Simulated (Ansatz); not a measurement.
## Two runs on SiPH7O

System: SiPH7O.
Method of the first run: RKS r2SCAN-D4/def2-TZVPPD (Ansatz 0.2.0).

The geometry comes from this level: PBE0-D4/def2-TZVP. Text and figures count atoms from 1; the logs count them from 0 in places.

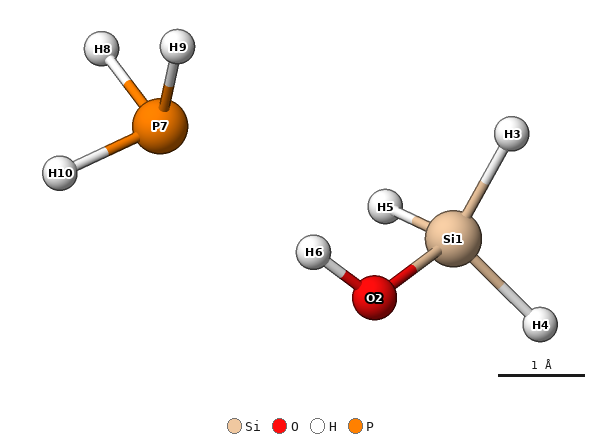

Fig. 1: The structure as given in the input (ball-and-stick view, seen at a tilt; atoms are numbered from 1 in the order of the input).

Input, the first run:
```yaml
crystal:
  periodic: [false, false, false]
  atoms:
    - {symbol: Si, position_ang: [-0.212066, 0.056493, -2.160124]}
    - {symbol: O, position_ang: [0.392764, -1.023143, -1.082206]}
    - {symbol: H, position_ang: [0.508790, 1.360542, -2.111136]}
    - {symbol: H, position_ang: [-0.044335, -0.547649, -3.503073]}
    - {symbol: H, position_ang: [-1.656735, 0.336757, -1.921706]}
    - {symbol: H, position_ang: [0.361725, -0.775859, -0.148255]}
    - {symbol: P, position_ang: [0.198478, -0.011197, 2.195464]}
    - {symbol: H, position_ang: [-0.888880, 0.758625, 2.675714]}
    - {symbol: H, position_ang: [1.190061, 0.797169, 2.802384]}
    - {symbol: H, position_ang: [0.150297, -0.951836, 3.252840]}
basis:
  gaussian: {orbitals: "def2-TZVPPD.json"}
hamiltonian: {xc: r2scan, dispersion: d4}
```

Launched with:
```bash
ansatz run in.yaml --threads 4 --pin off --events-out ev --progress --plain --max-ram 9574MiB
```

Hardware: 4 threads of Intel Xeon @ 2.50GHz, 31 GiB of memory available, shared host.

Output (the first run):
```
Functional definition: r2SCAN
  parameter k0 = 0.174
  parameter k1 = 0.065
  parameter a1 = 4.9479
  exchange = r2scan_x(k0 = k0, k1 = k1, a1 = a1)
  correlation = r2scan_c
1218 factors; their error is unknown
mean field evaluation 1: about -19321.5136 eV, gradient 5.8e1 eV
mean field evaluation 2: about -19299.6840 eV, gradient 1.2e2 eV
mean field evaluation 4: about -19327.1145 eV, gradient 4.0e0 eV
mean field evaluation 8: about -19327.1487 eV, gradient 7.6e-2 eV
mean field evaluation 16: about -19327.1116 eV, gradient 6.4e-5 eV
mean field -19327.11161269 eV, -710.2582513797 hartree, gradient 1.4e-5 eV, S^2 0.000000; 0 other end points of the search recorded, 0 dependent functions left out
reference -19327.11162900 eV, -710.2582519788 hartree; 22, 22 occupied and 233, 233 virtual orbitals, 1218 factors
Total energy: -19327.14868067 eV, -710.2596136029 hartree
```

For the second run the input was changed thus:
```diff
-    - {symbol: P, position_ang: [0.198478, -0.011197, 2.195464]}
-    - {symbol: H, position_ang: [-0.888880, 0.758625, 2.675714]}
-    - {symbol: H, position_ang: [1.190061, 0.797169, 2.802384]}
-    - {symbol: H, position_ang: [0.150297, -0.951836, 3.252840]}
+    - {symbol: P, position_ang: [0.216056, 0.004836, 2.490992]}
+    - {symbol: H, position_ang: [-0.871302, 0.774659, 2.971243]}
+    - {symbol: H, position_ang: [1.207640, 0.813203, 3.097912]}
+    - {symbol: H, position_ang: [0.167876, -0.935803, 3.548368]}
```

What does this change do to the results?

With the same method and basis, the second run lies 0.38 kcal/mol higher.

Output (the second run):
```
Functional definition: r2SCAN
  parameter k0 = 0.174
  parameter k1 = 0.065
  parameter a1 = 4.9479
  exchange = r2scan_x(k0 = k0, k1 = k1, a1 = a1)
  correlation = r2scan_c
1218 factors; their error is unknown
mean field evaluation 1: about -19321.5182 eV, gradient 5.8e1 eV
mean field evaluation 2: about -19301.7526 eV, gradient 1.1e2 eV
mean field evaluation 4: about -19327.1045 eV, gradient 3.7e0 eV
mean field evaluation 8: about -19327.1340 eV, gradient 6.8e-2 eV
mean field evaluation 16: about -19327.0970 eV, gradient 6.8e-5 eV
mean field -19327.09701121 eV, -710.2577147849 hartree, gradient 1.3e-5 eV, S^2 0.000000; 0 other end points of the search recorded, 0 dependent functions left out
reference -19327.09702787 eV, -710.2577153972 hartree; 22, 22 occupied and 233, 233 virtual orbitals, 1218 factors
Total energy: -19327.13202976 eV, -710.2590016930 hartree
```

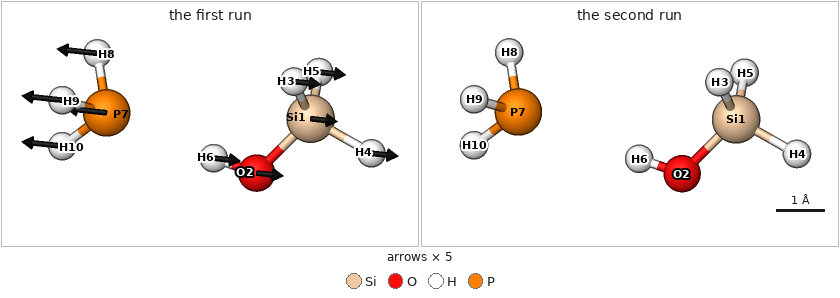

Fig. 2: The two input geometries at one scale (ball-and-stick view, seen at a tilt). The black arrows on the first give the shifts of the atoms after the best rigid fit, magnified 5 times. The largest moves after the best rigid fit, 0.18 Å, are those of P7, H8, H9 and H10. Largest moves by element: H 0.18 Å, P 0.18 Å, Si 0.12 Å, O 0.12 Å.

The two runs side by side:

```csv
quantity,the first run,the second run
outcome,converged,converged
total energy (hartree),−710.259614,−710.259002
basis functions,255,255
wall time (shared host),3.2 s,3.1 s
```
